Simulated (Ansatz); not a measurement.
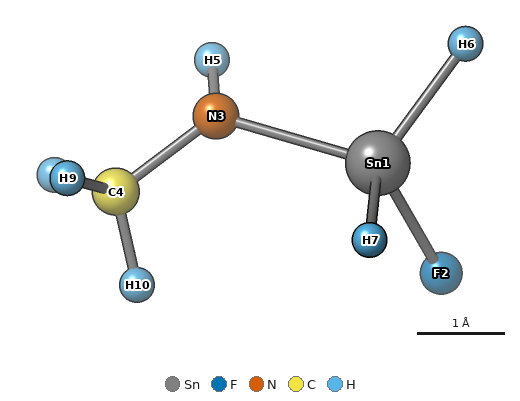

The structure as given in the input (ball-and-stick view, seen at an oblique angle; atoms are numbered from 1 in the order of the input). Sticks mark near contacts.

**Run report: CH$_{6}$FNSn, molecular dynamics (part 1 of 4)**

- system: CH$_{6}$FNSn
- method: RKS PBE-D4/def2-SVP (Ansatz 0.2.0)

It belongs to a series of runs on one base structure; here: dynamics from the highest image of the converged band. Figures and captions count atoms from 1; the log counts them from 0 in places.

Log:
```
Engine: ansatz 0.2.0, x86_64-unknown-linux-gnu
Functional definition: PBE
  parameter kappa = 0.804
  parameter beta = 0.06672455060314922
  exchange = pbe_x(kappa = kappa, mu = beta*pi^2/3)
  correlation = pbe_c(beta = beta)
1117 factors; their error is unknown
mean field evaluation 1: about -11151.4584 eV, gradient 7.2e1 eV
mean field evaluation 2: about -11071.1380 eV, gradient 1.8e2 eV
mean field evaluation 4: about -11162.3269 eV, gradient 1.5e1 eV
mean field evaluation 8: about -11162.8037 eV, gradient 2.4e-1 eV
mean field evaluation 16: about -11162.7628 eV, gradient 2.9e-3 eV
mean field -11162.76279068 eV, -410.2239661652 hartree, gradient 1.9e-5 eV, S^2 0.000000; 0 other end points of the search recorded, 0 dependent functions left out
the calculation of the forces begins
reference -11162.76283316 eV, -410.2239677263 hartree; 25, 25 occupied and 73, 73 virtual orbitals, 1117 factors
md step     0: t =     0.00 fs  T =   100.0 K  F+E_penalty+E_count = -11162.93850776 eV  E_kin = 0.103408 eV  conserved = -11162.83509976 eV  (29 SCF iters)
these checks for a lower state are left out or cut short: starts, cluster_reference, orbital_swaps, neighbouring_geometries, increment
1117 factors; their error is unknown
mean field -11162.76008704 eV, -410.2238668082 hartree, gradient 2.3e-5 eV, S^2 0.000000; 0 other end points of the search recorded, 0 dependent functions left out
the calculation of the forces begins
reference -11162.76012955 eV, -410.2238683704 hartree; 25, 25 occupied and 73, 73 virtual orbitals, 1117 factors
md step     1: t =     0.50 fs  T =    97.4 K  F+E_penalty+E_count = -11162.93575491 eV  E_kin = 0.100690 eV  conserved = -11162.83506452 eV  (31 SCF iters)
[... from here on the SCF iterations and repeated set-up lines of each step are left out, up to the last step ...]
md step     2: t =     1.00 fs  T =    89.8 K  F+E_penalty+E_count = -11162.92782600 eV  E_kin = 0.092883 eV  conserved = -11162.83494328 eV  (31 SCF iters)
md step     3: t =     1.50 fs  T =    79.2 K  F+E_penalty+E_count = -11162.91665643 eV  E_kin = 0.081888 eV  conserved = -11162.83476863 eV  (31 SCF iters)
md step     4: t =     2.00 fs  T =    68.1 K  F+E_penalty+E_count = -11162.90499636 eV  E_kin = 0.070401 eV  conserved = -11162.83459585 eV  (31 SCF iters)
md step     5: t =     2.50 fs  T =    59.1 K  F+E_penalty+E_count = -11162.89555039 eV  E_kin = 0.061067 eV  conserved = -11162.83448307 eV  (31 SCF iters)
md step     6: t =     3.00 fs  T =    53.8 K  F+E_penalty+E_count = -11162.89008254 eV  E_kin = 0.055616 eV  conserved = -11162.83446635 eV  (31 SCF iters)
md step     7: t =     3.50 fs  T =    52.5 K  F+E_penalty+E_count = -11162.88886426 eV  E_kin = 0.054321 eV  conserved = -11162.83454301 eV  (31 SCF iters)
md step     8: t =     4.00 fs  T =    54.2 K  F+E_penalty+E_count = -11162.89071133 eV  E_kin = 0.056037 eV  conserved = -11162.83467436 eV  (31 SCF iters)
md step     9: t =     4.50 fs  T =    56.8 K  F+E_penalty+E_count = -11162.89357299 eV  E_kin = 0.058768 eV  conserved = -11162.83480510 eV  (31 SCF iters)
md step    10: t =     5.00 fs  T =    58.5 K  F+E_penalty+E_count = -11162.89538155 eV  E_kin = 0.060494 eV  conserved = -11162.83488776 eV  (31 SCF iters)
md step    11: t =     5.50 fs  T =    57.9 K  F+E_penalty+E_count = -11162.89479195 eV  E_kin = 0.059892 eV  conserved = -11162.83489987 eV  (31 SCF iters)
md step    12: t =     6.00 fs  T =    54.8 K  F+E_penalty+E_count = -11162.89155248 eV  E_kin = 0.056707 eV  conserved = -11162.83484562 eV  (31 SCF iters)
md step    13: t =     6.50 fs  T =    50.0 K  F+E_penalty+E_count = -11162.88645520 eV  E_kin = 0.051706 eV  conserved = -11162.83474939 eV  (30 SCF iters)
md step    14: t =     7.00 fs  T =    44.8 K  F+E_penalty+E_count = -11162.88097040 eV  E_kin = 0.046327 eV  conserved = -11162.83464356 eV  (31 SCF iters)
md step    15: t =     7.50 fs  T =    40.8 K  F+E_penalty+E_count = -11162.87674308 eV  E_kin = 0.042185 eV  conserved = -11162.83455828 eV  (32 SCF iters)
md step    16: t =     8.00 fs  T =    39.3 K  F+E_penalty+E_count = -11162.87511241 eV  E_kin = 0.040597 eV  conserved = -11162.83451524 eV  (32 SCF iters)
md step    17: t =     8.50 fs  T =    40.8 K  F+E_penalty+E_count = -11162.87676026 eV  E_kin = 0.042235 eV  conserved = -11162.83452486 eV  (31 SCF iters)
md step    18: t =     9.00 fs  T =    45.4 K  F+E_penalty+E_count = -11162.88153914 eV  E_kin = 0.046953 eV  conserved = -11162.83458588 eV  (30 SCF iters)
md step    19: t =     9.50 fs  T =    52.0 K  F+E_penalty+E_count = -11162.88848915 eV  E_kin = 0.053803 eV  conserved = -11162.83468644 eV  (32 SCF iters)
md step    20: t =    10.00 fs  T =    59.2 K  F+E_penalty+E_count = -11162.89602929 eV  E_kin = 0.061224 eV  conserved = -11162.83480562 eV  (32 SCF iters)
md step    21: t =    10.50 fs  T =    65.2 K  F+E_penalty+E_count = -11162.90229521 eV  E_kin = 0.067379 eV  conserved = -11162.83491605 eV  (31 SCF iters)
md step    22: t =    11.00 fs  T =    68.3 K  F+E_penalty+E_count = -11162.90557809 eV  E_kin = 0.070590 eV  conserved = -11162.83498821 eV  (30 SCF iters)
md step    23: t =    11.50 fs  T =    67.5 K  F+E_penalty+E_count = -11162.90479197 eV  E_kin = 0.069795 eV  conserved = -11162.83499716 eV  (31 SCF iters)
md step    24: t =    12.00 fs  T =    62.8 K  F+E_penalty+E_count = -11162.89985787 eV  E_kin = 0.064926 eV  conserved = -11162.83493149 eV  (31 SCF iters)
md step    25: t =    12.50 fs  T =    55.2 K  F+E_penalty+E_count = -11162.89186336 eV  E_kin = 0.057061 eV  conserved = -11162.83480246 eV  (31 SCF iters)
md step    26: t =    13.00 fs  T =    46.6 K  F+E_penalty+E_count = -11162.88287089 eV  E_kin = 0.048225 eV  conserved = -11162.83464612 eV  (31 SCF iters)
md step    27: t =    13.50 fs  T =    39.5 K  F+E_penalty+E_count = -11162.87534852 eV  E_kin = 0.040835 eV  conserved = -11162.83451376 eV  (30 SCF iters)
md step    28: t =    14.00 fs  T =    35.7 K  F+E_penalty+E_count = -11162.87136972 eV  E_kin = 0.036916 eV  conserved = -11162.83445344 eV  (31 SCF iters)
md step    29: t =    14.50 fs  T =    36.2 K  F+E_penalty+E_count = -11162.87187906 eV  E_kin = 0.037392 eV  conserved = -11162.83448731 eV  (31 SCF iters)
md step    30: t =    15.00 fs  T =    40.4 K  F+E_penalty+E_count = -11162.87635276 eV  E_kin = 0.041751 eV  conserved = -11162.83460150 eV  (31 SCF iters)
md step    31: t =    15.50 fs  T =    46.7 K  F+E_penalty+E_count = -11162.88301238 eV  E_kin = 0.048260 eV  conserved = -11162.83475225 eV  (31 SCF iters)
md step    32: t =    16.00 fs  T =    52.8 K  F+E_penalty+E_count = -11162.88949118 eV  E_kin = 0.054604 eV  conserved = -11162.83488676 eV  (30 SCF iters)
md step    33: t =    16.50 fs  T =    56.7 K  F+E_penalty+E_count = -11162.89364812 eV  E_kin = 0.058683 eV  conserved = -11162.83496463 eV  (31 SCF iters)
md step    34: t =    17.00 fs  T =    57.3 K  F+E_penalty+E_count = -11162.89420666 eV  E_kin = 0.059238 eV  conserved = -11162.83496905 eV  (31 SCF iters)
md step    35: t =    17.50 fs  T =    54.3 K  F+E_penalty+E_count = -11162.89103375 eV  E_kin = 0.056127 eV  conserved = -11162.83490689 eV  (31 SCF iters)
md step    36: t =    18.00 fs  T =    48.6 K  F+E_penalty+E_count = -11162.88505002 eV  E_kin = 0.050249 eV  conserved = -11162.83480121 eV  (31 SCF iters)
md step    37: t =    18.50 fs  T =    41.8 K  F+E_penalty+E_count = -11162.87788177 eV  E_kin = 0.043201 eV  conserved = -11162.83468125 eV  (31 SCF iters)
md step    38: t =    19.00 fs  T =    35.6 K  F+E_penalty+E_count = -11162.87140093 eV  E_kin = 0.036826 eV  conserved = -11162.83457540 eV  (30 SCF iters)
md step    39: t =    19.50 fs  T =    31.7 K  F+E_penalty+E_count = -11162.86727054 eV  E_kin = 0.032764 eV  conserved = -11162.83450660 eV  (32 SCF iters)
md step    40: t =    20.00 fs  T =    31.0 K  F+E_penalty+E_count = -11162.86657384 eV  E_kin = 0.032084 eV  conserved = -11162.83448958 eV  (31 SCF iters)
md step    41: t =    20.50 fs  T =    33.9 K  F+E_penalty+E_count = -11162.86957599 eV  E_kin = 0.035047 eV  conserved = -11162.83452882 eV  (32 SCF iters)
md step    42: t =    21.00 fs  T =    39.7 K  F+E_penalty+E_count = -11162.87565460 eV  E_kin = 0.041038 eV  conserved = -11162.83461667 eV  (31 SCF iters)
md step    43: t =    21.50 fs  T =    47.1 K  F+E_penalty+E_count = -11162.88342712 eV  E_kin = 0.048694 eV  conserved = -11162.83473277 eV  (30 SCF iters)
md step    44: t =    22.00 fs  T =    54.4 K  F+E_penalty+E_count = -11162.89108062 eV  E_kin = 0.056234 eV  conserved = -11162.83484644 eV  (31 SCF iters)
md step    45: t =    22.50 fs  T =    59.9 K  F+E_penalty+E_count = -11162.89686109 eV  E_kin = 0.061938 eV  conserved = -11162.83492281 eV  (31 SCF iters)
md step    46: t =    23.00 fs  T =    62.5 K  F+E_penalty+E_count = -11162.89961522 eV  E_kin = 0.064681 eV  conserved = -11162.83493439 eV  (31 SCF iters)
md step    47: t =    23.50 fs  T =    62.2 K  F+E_penalty+E_count = -11162.89921231 eV  E_kin = 0.064340 eV  conserved = -11162.83487215 eV  (31 SCF iters)
md step    48: t =    24.00 fs  T =    59.9 K  F+E_penalty+E_count = -11162.89666603 eV  E_kin = 0.061912 eV  conserved = -11162.83475434 eV  (31 SCF iters)
md step    49: t =    24.50 fs  T =    57.3 K  F+E_penalty+E_count = -11162.89383875 eV  E_kin = 0.059215 eV  conserved = -11162.83462376 eV  (31 SCF iters)
md step    50: t =    25.00 fs  T =    56.3 K  F+E_penalty+E_count = -11162.89277368 eV  E_kin = 0.058241 eV  conserved = -11162.83453299 eV  (31 SCF iters)
md step    51: t =    25.50 fs  T =    58.4 K  F+E_penalty+E_count = -11162.89488586 eV  E_kin = 0.060365 eV  conserved = -11162.83452133 eV  (31 SCF iters)
md step    52: t =    26.00 fs  T =    63.6 K  F+E_penalty+E_count = -11162.90035622 eV  E_kin = 0.065759 eV  conserved = -11162.83459712 eV  (30 SCF iters)
md step    53: t =    26.50 fs  T =    70.9 K  F+E_penalty+E_count = -11162.90800541 eV  E_kin = 0.073272 eV  conserved = -11162.83473308 eV  (31 SCF iters)
md step    54: t =    27.00 fs  T =    78.2 K  F+E_penalty+E_count = -11162.91570844 eV  E_kin = 0.080829 eV  conserved = -11162.83487985 eV  (31 SCF iters)
md step    55: t =    27.50 fs  T =    83.3 K  F+E_penalty+E_count = -11162.92115455 eV  E_kin = 0.086167 eV  conserved = -11162.83498720 eV  (31 SCF iters)
md step    56: t =    28.00 fs  T =    84.7 K  F+E_penalty+E_count = -11162.92262855 eV  E_kin = 0.087606 eV  conserved = -11162.83502246 eV  (30 SCF iters)
md step    57: t =    28.50 fs  T =    81.8 K  F+E_penalty+E_count = -11162.91953042 eV  E_kin = 0.084552 eV  conserved = -11162.83497854 eV  (31 SCF iters)
md step    58: t =    29.00 fs  T =    75.1 K  F+E_penalty+E_count = -11162.91250229 eV  E_kin = 0.077631 eV  conserved = -11162.83487149 eV  (29 SCF iters)
md step    59: t =    29.50 fs  T =    66.2 K  F+E_penalty+E_count = -11162.90319088 eV  E_kin = 0.068459 eV  conserved = -11162.83473198 eV  (31 SCF iters)
md step    60: t =    30.00 fs  T =    57.2 K  F+E_penalty+E_count = -11162.89377059 eV  E_kin = 0.059175 eV  conserved = -11162.83459549 eV  (31 SCF iters)
md step    61: t =    30.50 fs  T =    50.2 K  F+E_penalty+E_count = -11162.88638279 eV  E_kin = 0.051889 eV  conserved = -11162.83449386 eV  (30 SCF iters)
md step    62: t =    31.00 fs  T =    46.6 K  F+E_penalty+E_count = -11162.88262962 eV  E_kin = 0.048181 eV  conserved = -11162.83444868 eV  (31 SCF iters)
md step    63: t =    31.50 fs  T =    47.2 K  F+E_penalty+E_count = -11162.88322570 eV  E_kin = 0.048758 eV  conserved = -11162.83446814 eV  (30 SCF iters)
md step    64: t =    32.00 fs  T =    51.6 K  F+E_penalty+E_count = -11162.88786406 eV  E_kin = 0.053318 eV  conserved = -11162.83454643 eV  (30 SCF iters)
md step    65: t =    32.50 fs  T =    58.6 K  F+E_penalty+E_count = -11162.89531024 eV  E_kin = 0.060645 eV  conserved = -11162.83466486 eV  (31 SCF iters)
md step    66: t =    33.00 fs  T =    66.6 K  F+E_penalty+E_count = -11162.90370190 eV  E_kin = 0.068907 eV  conserved = -11162.83479534 eV  (30 SCF iters)
md step    67: t =    33.50 fs  T =    73.6 K  F+E_penalty+E_count = -11162.91099833 eV  E_kin = 0.076093 eV  conserved = -11162.83490543 eV  (31 SCF iters)
md step    68: t =    34.00 fs  T =    77.9 K  F+E_penalty+E_count = -11162.91549440 eV  E_kin = 0.080529 eV  conserved = -11162.83496553 eV  (31 SCF iters)
md step    69: t =    34.50 fs  T =    78.6 K  F+E_penalty+E_count = -11162.91628318 eV  E_kin = 0.081326 eV  conserved = -11162.83495713 eV  (30 SCF iters)
md step    70: t =    35.00 fs  T =    76.1 K  F+E_penalty+E_count = -11162.91353228 eV  E_kin = 0.078651 eV  conserved = -11162.83488169 eV  (31 SCF iters)
md step    71: t =    35.50 fs  T =    71.3 K  F+E_penalty+E_count = -11162.90844974 eV  E_kin = 0.073686 eV  conserved = -11162.83476326 eV  (31 SCF iters)
md step    72: t =    36.00 fs  T =    66.0 K  F+E_penalty+E_count = -11162.90289707 eV  E_kin = 0.068253 eV  conserved = -11162.83464369 eV  (31 SCF iters)
md step    73: t =    36.50 fs  T =    62.1 K  F+E_penalty+E_count = -11162.89873795 eV  E_kin = 0.064171 eV  conserved = -11162.83456738 eV  (30 SCF iters)
md step    74: t =    37.00 fs  T =    60.5 K  F+E_penalty+E_count = -11162.89715657 eV  E_kin = 0.062594 eV  conserved = -11162.83456208 eV  (31 SCF iters)
md step    75: t =    37.50 fs  T =    61.5 K  F+E_penalty+E_count = -11162.89823325 eV  E_kin = 0.063607 eV  conserved = -11162.83462641 eV  (30 SCF iters)
md step    76: t =    38.00 fs  T =    64.1 K  F+E_penalty+E_count = -11162.90096746 eV  E_kin = 0.066237 eV  conserved = -11162.83473066 eV  (31 SCF iters)
md step    77: t =    38.50 fs  T =    66.6 K  F+E_penalty+E_count = -11162.90372976 eV  E_kin = 0.068898 eV  conserved = -11162.83483187 eV  (31 SCF iters)
md step    78: t =    39.00 fs  T =    67.7 K  F+E_penalty+E_count = -11162.90492162 eV  E_kin = 0.070029 eV  conserved = -11162.83489269 eV  (31 SCF iters)
md step    79: t =    39.50 fs  T =    66.4 K  F+E_penalty+E_count = -11162.90355659 eV  E_kin = 0.068662 eV  conserved = -11162.83489501 eV  (31 SCF iters)
md step    80: t =    40.00 fs  T =    62.6 K  F+E_penalty+E_count = -11162.89955653 eV  E_kin = 0.064715 eV  conserved = -11162.83484196 eV  (31 SCF iters)
md step    81: t =    40.50 fs  T =    57.0 K  F+E_penalty+E_count = -11162.89371640 eV  E_kin = 0.058964 eV  conserved = -11162.83475254 eV  (31 SCF iters)
md step    82: t =    41.00 fs  T =    51.0 K  F+E_penalty+E_count = -11162.88741695 eV  E_kin = 0.052764 eV  conserved = -11162.83465272 eV  (31 SCF iters)
md step    83: t =    41.50 fs  T =    46.1 K  F+E_penalty+E_count = -11162.88222015 eV  E_kin = 0.047653 eV  conserved = -11162.83456731 eV  (30 SCF iters)
md step    84: t =    42.00 fs  T =    43.5 K  F+E_penalty+E_count = -11162.87947159 eV  E_kin = 0.044956 eV  conserved = -11162.83451600 eV  (31 SCF iters)
md step    85: t =    42.50 fs  T =    44.0 K  F+E_penalty+E_count = -11162.87998648 eV  E_kin = 0.045476 eV  conserved = -11162.83450999 eV  (31 SCF iters)
md step    86: t =    43.00 fs  T =    47.7 K  F+E_penalty+E_count = -11162.88386444 eV  E_kin = 0.049313 eV  conserved = -11162.83455175 eV  (31 SCF iters)
md step    87: t =    43.50 fs  T =    54.0 K  F+E_penalty+E_count = -11162.89044862 eV  E_kin = 0.055814 eV  conserved = -11162.83463440 eV  (31 SCF iters)
md step    88: t =    44.00 fs  T =    61.6 K  F+E_penalty+E_count = -11162.89843782 eV  E_kin = 0.063696 eV  conserved = -11162.83474186 eV  (31 SCF iters)
md step    89: t =    44.50 fs  T =    68.9 K  F+E_penalty+E_count = -11162.90614761 eV  E_kin = 0.071297 eV  conserved = -11162.83485012 eV  (31 SCF iters)
md step    90: t =    45.00 fs  T =    74.4 K  F+E_penalty+E_count = -11162.91189375 eV  E_kin = 0.076963 eV  conserved = -11162.83493120 eV  (31 SCF iters)
md step    91: t =    45.50 fs  T =    76.9 K  F+E_penalty+E_count = -11162.91443282 eV  E_kin = 0.079473 eV  conserved = -11162.83495991 eV  (31 SCF iters)
md step    92: t =    46.00 fs  T =    75.8 K  F+E_penalty+E_count = -11162.91335095 eV  E_kin = 0.078428 eV  conserved = -11162.83492259 eV  (32 SCF iters)
md step    93: t =    46.50 fs  T =    72.0 K  F+E_penalty+E_count = -11162.90926549 eV  E_kin = 0.074440 eV  conserved = -11162.83482505 eV  (31 SCF iters)
md step    94: t =    47.00 fs  T =    66.8 K  F+E_penalty+E_count = -11162.90372377 eV  E_kin = 0.069029 eV  conserved = -11162.83469429 eV  (31 SCF iters)
md step    95: t =    47.50 fs  T =    62.1 K  F+E_penalty+E_count = -11162.89877395 eV  E_kin = 0.064202 eV  conserved = -11162.83457233 eV  (30 SCF iters)
md step    96: t =    48.00 fs  T =    59.8 K  F+E_penalty+E_count = -11162.89631577 eV  E_kin = 0.061815 eV  conserved = -11162.83450050 eV  (31 SCF iters)
md step    97: t =    48.50 fs  T =    60.9 K  F+E_penalty+E_count = -11162.89746564 eV  E_kin = 0.062963 eV  conserved = -11162.83450265 eV  (31 SCF iters)
md step    98: t =    49.00 fs  T =    65.4 K  F+E_penalty+E_count = -11162.90219187 eV  E_kin = 0.067617 eV  conserved = -11162.83457514 eV  (29 SCF iters)
md step    99: t =    49.50 fs  T =    72.2 K  F+E_penalty+E_count = -11162.90936865 eV  E_kin = 0.074679 eV  conserved = -11162.83468967 eV  (30 SCF iters)
md step   100: t =    50.00 fs  T =    79.7 K  F+E_penalty+E_count = -11162.91720847 eV  E_kin = 0.082402 eV  conserved = -11162.83480641 eV  (30 SCF iters)
md step   101: t =    50.50 fs  T =    86.1 K  F+E_penalty+E_count = -11162.92387656 eV  E_kin = 0.088987 eV  conserved = -11162.83488978 eV  (31 SCF iters)
md step   102: t =    51.00 fs  T =    90.1 K  F+E_penalty+E_count = -11162.92804779 eV  E_kin = 0.093128 eV  conserved = -11162.83491936 eV  (31 SCF iters)
md step   103: t =    51.50 fs  T =    91.2 K  F+E_penalty+E_count = -11162.92923398 eV  E_kin = 0.094341 eV  conserved = -11162.83489321 eV  (30 SCF iters)
md step   104: t =    52.00 fs  T =    89.9 K  F+E_penalty+E_count = -11162.92782520 eV  E_kin = 0.093001 eV  conserved = -11162.83482459 eV  (31 SCF iters)
md step   105: t =    52.50 fs  T =    87.2 K  F+E_penalty+E_count = -11162.92488762 eV  E_kin = 0.090152 eV  conserved = -11162.83473591 eV  (31 SCF iters)
md step   106: t =    53.00 fs  T =    84.3 K  F+E_penalty+E_count = -11162.92181266 eV  E_kin = 0.087161 eV  conserved = -11162.83465193 eV  (31 SCF iters)
md step   107: t =    53.50 fs  T =    82.5 K  F+E_penalty+E_count = -11162.91992382 eV  E_kin = 0.085330 eV  conserved = -11162.83459409 eV  (31 SCF iters)
md step   108: t =    54.00 fs  T =    82.7 K  F+E_penalty+E_count = -11162.92013301 eV  E_kin = 0.085557 eV  conserved = -11162.83457628 eV  (31 SCF iters)
md step   109: t =    54.50 fs  T =    85.2 K  F+E_penalty+E_count = -11162.92271461 eV  E_kin = 0.088112 eV  conserved = -11162.83460292 eV  (31 SCF iters)
md step   110: t =    55.00 fs  T =    89.5 K  F+E_penalty+E_count = -11162.92723699 eV  E_kin = 0.092569 eV  conserved = -11162.83466756 eV  (31 SCF iters)
md step   111: t =    55.50 fs  T =    94.7 K  F+E_penalty+E_count = -11162.93266823 eV  E_kin = 0.097915 eV  conserved = -11162.83475353 eV  (31 SCF iters)
md step   112: t =    56.00 fs  T =    99.4 K  F+E_penalty+E_count = -11162.93764320 eV  E_kin = 0.102806 eV  conserved = -11162.83483731 eV  (31 SCF iters)
md step   113: t =    56.50 fs  T =   102.5 K  F+E_penalty+E_count = -11162.94084381 eV  E_kin = 0.105951 eV  conserved = -11162.83489249 eV  (31 SCF iters)
md step   114: t =    57.00 fs  T =   103.0 K  F+E_penalty+E_count = -11162.94141343 eV  E_kin = 0.106516 eV  conserved = -11162.83489776 eV  (31 SCF iters)
```
